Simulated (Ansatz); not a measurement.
**BH (singlet): from Hartree-Fock to the top rungs at distance B1–H2 = 2.338 Å, cc-pVQZ**

How much of the correlation energy of BH (singlet) does each wave-function method recover here?

Computed with Ansatz 0.2.0, Gaussian basis. Level: cc-pVQZ, core rule «outside noble gas», up to 1 orbitals frozen.

Plan: UHF; CCSD(T) on RHF; CCSD(T) on UHF; BCCD(T) on RHF; CCSDT(Q) on RHF; CCSDT(Q) on UHF; CASSCF and NEVPT2, 4 electrons in 5 orbitals; Full CI.

14 further runs of the same task are left out: 9 that didn't finish, 5 set aside as unsound or not needed.

**1. The system**

The geometry derives from a PBE0/def2-TZVP stationary point (not a proven minimum). One bond is set to the value named and the two fragments are kept rigid.

2 atoms, charge 0, spin multiplicity 1.

Atoms are counted from 1 here; the program's logs count them from 0.

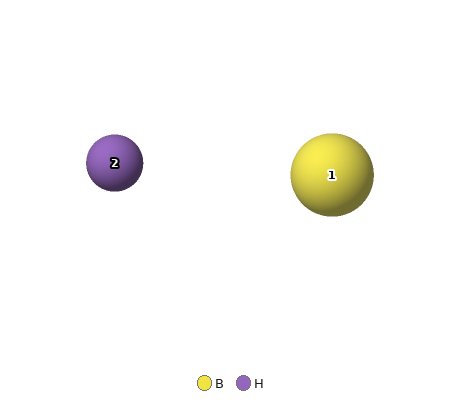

The structure; boron yellow, hydrogen purple; atoms are numbered from 1 in the order of the file.

**2. UHF**

File in.yaml:

```yaml
crystal:
  periodic: [false, false, false]
  atoms:
    - {symbol: B, position_ang: [0.000000, 0.000000, 0.000000]}
    - {symbol: H, position_ang: [0.000000, 0.000000, 2.338000]}
basis:
  gaussian: {orbitals: cc-pVQZ}
magnetization: {spin_polarized: true, initial_magnetization: 0}
hamiltonian: {xc: hf}
output: {orbitals: {seedname: orbitals}}
```

The run is started by

```
ansatz run in.yaml --threads 1 --pin off --events-out ev --progress --plain --max-ram 2393MiB
```

Further steps of the session: CCSD(T) on RHF; CCSD(T) on UHF; BCCD(T) on RHF; CCSDT(Q) on RHF; CCSDT(Q) on UHF; CASSCF and NEVPT2, 4 electrons in 5 orbitals; Full CI.

Before running them: what should the planned runs give, taken together? Wanted: FCI below the RHF energy; RMP2 from FCI; UMP2 from FCI; RCCSD from FCI; RCCSD(T) from FCI; UCCSD(T) from FCI; RCCSDT(Q) from FCI; UCCSDT(Q) from FCI; NEVPT2 valence from FCI.

As calculated:

| quantity | value |
| --- | --- |
| FCI below the RHF energy | -3.5250 eV |
| RMP2 from FCI | +27.28 kcal/mol |
| UMP2 from FCI | +28.24 kcal/mol |
| RCCSD from FCI | +3.73 kcal/mol |
| RCCSD(T) from FCI | +0.48 kcal/mol |
| UCCSD(T) from FCI | +1.90 kcal/mol |
| RCCSDT(Q) from FCI | -0.04 kcal/mol |
| UCCSDT(Q) from FCI | -0.08 kcal/mol |
| NEVPT2 valence from FCI | +6.93 kcal/mol |
| levels within 1 kcal/mol (43 meV) | RCCSD(T), BCCD(T), RCCSDT, UCCSDT, RCCSDT(Q), UCCSDT(Q) |
| T1 diagnostic | 0.052 |
| effectively unpaired electrons | 0.43 |

**Reading.** RCCSD(T) lands +0.48 kcal/mol from the yardstick (0.6 % of the correlation energy). CCSD(T) misses by +0.48 kcal/mol on the restricted determinant and by +1.90 kcal/mol on the unrestricted one; the two need not hold the same state or core. UCCSDT(Q) falls below full CI: unrestricted runs freeze a spin-polarised core, another one than full CI's, and coupled cluster isn't variational. The occupations show some static correlation. These misses are within one basis, not against nature.
